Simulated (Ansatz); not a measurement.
# BrGaH2O2···H2: what the fields show

```xyz
8

Ga    0.0339    0.7578   -0.3521
H    -0.4321   -0.1057    2.0529
O     1.5831   -0.0373   -0.7096
H     1.5060   -0.9656   -0.9655
O    -1.5653   -0.0190   -0.4394
H    -1.5402   -0.9527   -0.6861
Br    0.0968    2.9694    0.1111
H     0.2755    0.0977    2.2483
```

Level of theory: RKS r2SCAN/def2-SVP (Ansatz 0.2.0).

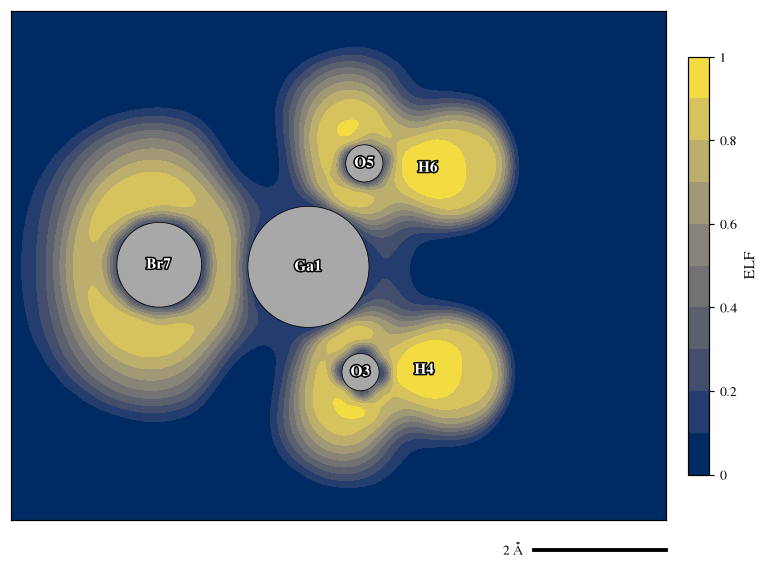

Figure 1. Electron localisation function on the plane of atoms Ga1, O5 and H6. Grey discs cover the atomic cores.

Q: What does the map show?

A: Atoms in the plane: Ga, O, H and Br. Ga–O (1.78 Å): the ELF peaks at about 0.85 in the valence shell of O, 0.6 Å from its nucleus, and is about 0.25 at the midpoint. Ga–Br (2.26 Å): the ELF peaks at about 0.75 in the valence shell of Br, 1.0 Å from its nucleus, and is about 0.65 at the midpoint. O–H (0.97 Å): the ELF climbs to about 1 towards the hydrogen, as it does in any bond to H: an ordinary covalent bond to hydrogen. The ELF also peaks beside O3, Br7 and O5, away from the bonds: lone-pair regions.

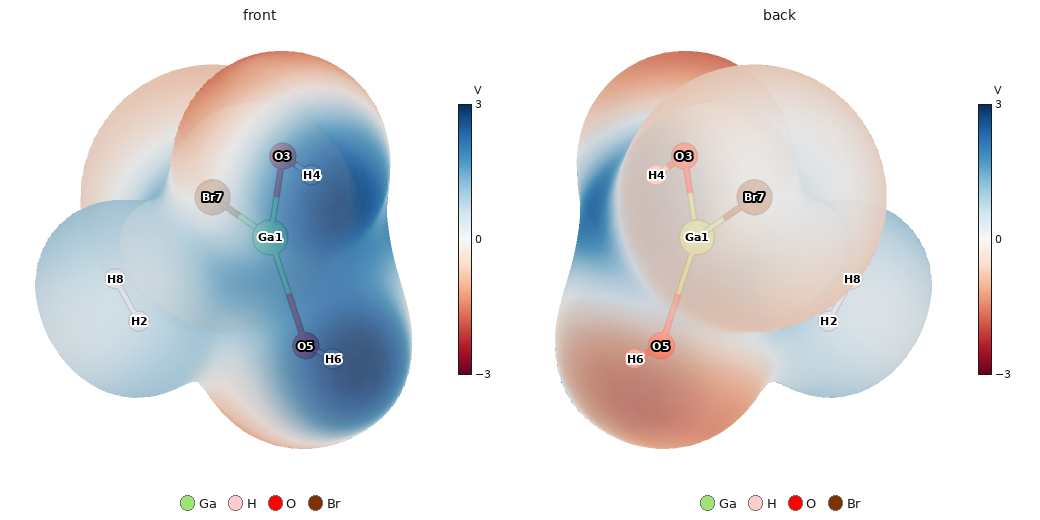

Figure 2. The electrostatic potential painted on the density surface at 0.002 e/bohr³, seen from the front and from behind; the colour scale runs from red (negative) to blue (positive).

Q: Describe the electrostatic potential map.

A: The most negative region (about −1.6 V) lies over O3 and O5, the most positive (about +2.8 V) over H4 and H6.

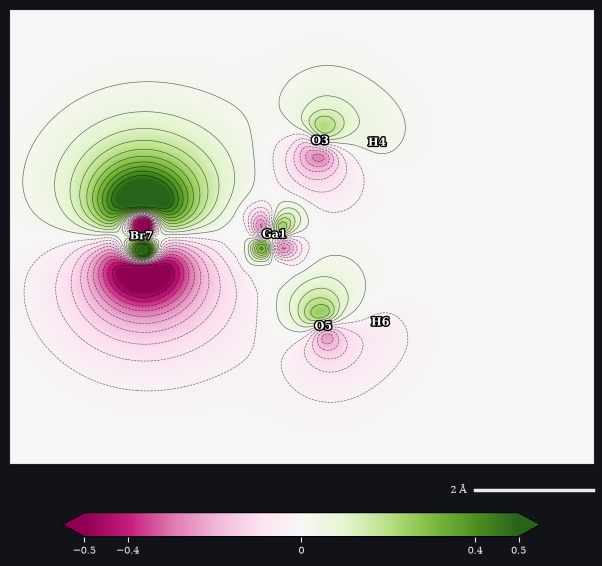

Figure 3. The HOMO on the plane of atoms O3, Ga1 and Br7 (values in Å⁻³ᐟ²; the overall sign is arbitrary).

Q: Where does this orbital lie, and at what energy?

A: By Hirshfeld shares it lies mainly on Br7 (about 90 %) and Ga1 (about 5 %); largely a lone pair of Br7. Its energy is −7.38 eV.
